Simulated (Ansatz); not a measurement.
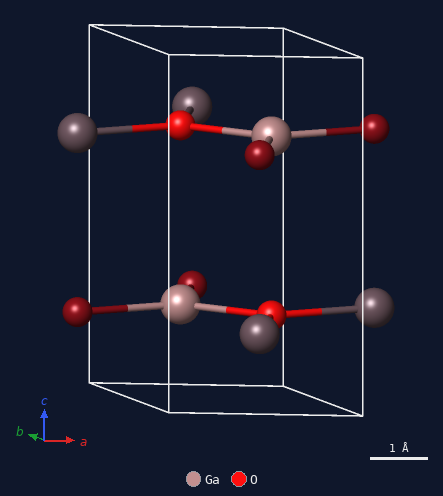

Crystal structure, ball-and-stick style, seen slightly off an axis. The simulation cell is drawn as a box. Atoms of adjacent cells appear where they bond to atoms in the box, in fainter colours.

Input for the calculation:
```yaml
crystal:
  lattice:
    - [3.4505165735, 0.0, 0.0]
    - [-1.7252582867, 2.9882350088, 0.0]
    - [0.0, 0.0, 6.4229748311]
  atoms:
    - { symbol: Ga, position: [0.3333333333, 0.6666666667, 0.25] }
    - { symbol: Ga, position: [0.6666666667, 0.3333333333, 0.75] }
    - { symbol: O, position: [0.3333333333, 0.6666666667, 0.75] }
    - { symbol: O, position: [0.6666666667, 0.3333333333, 0.25] }
basis:
  ecutwfc: 420
kpoints:
  mp_grid: { grid: [18, 18, 8] }
  band_path:
    path:
      - [[0.0, 0.0, 0.0], [0.5, 0.0, 0.0], [0.33333333, 0.33333333, 0.0], [0.0, 0.0, 0.0], [0.0, 0.0, 0.5], [0.5, 0.0, 0.5], [0.33333333, 0.33333333, 0.5], [0.0, 0.0, 0.5]]
      - [[0.5, 0.0, 0.5], [0.5, 0.0, 0.0]]
      - [[0.33333333, 0.33333333, 0.5], [0.33333333, 0.33333333, 0.0]]
    npoints: 14
hamiltonian:
  xc: pbe
scf:
  occupations: { method: gaussian, width: 0.1 }
  n_extra_bands: 10
output:
  forces: true
  stress: true
  eigenvalues: true
  populations: true
  dos: { projected: true, de: 0.02, nscf_kmesh: { grid: [22, 22, 10] } }
  bader: true
  write_density: true
  write_potential: true
  elf: true
  volumetric_format: npy
```
Run as:
```sh
ansatz run input.yaml --threads 1 --pin off --max-ram 2560MiB --backend cpu --events-out ev --progress --plain --runs-dir out
```

Results below were computed with DFT PBE, scalar-relativistic, plane waves, PAW in Ansatz; the settings were plane waves up to 420 eV, an 18×18×8 k-point grid, Gaussian smearing of 0.1 eV, no spin polarisation.

Question: What charge does Bader's analysis assign to each element?

Answer: Ga +1.26 e; O -1.26 e.

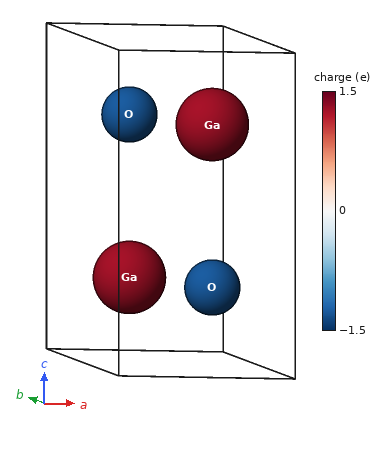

The atoms coloured by those charges.

The structure comes from a structure type filled with these elements by a generator (whether the compound takes this form wasn't checked). Earlier steps of the study, as a rule a relaxation of our own, may have changed the cell and positions, so they can lie some per cent off the listed ones. A calculation with Ansatz used it as input.
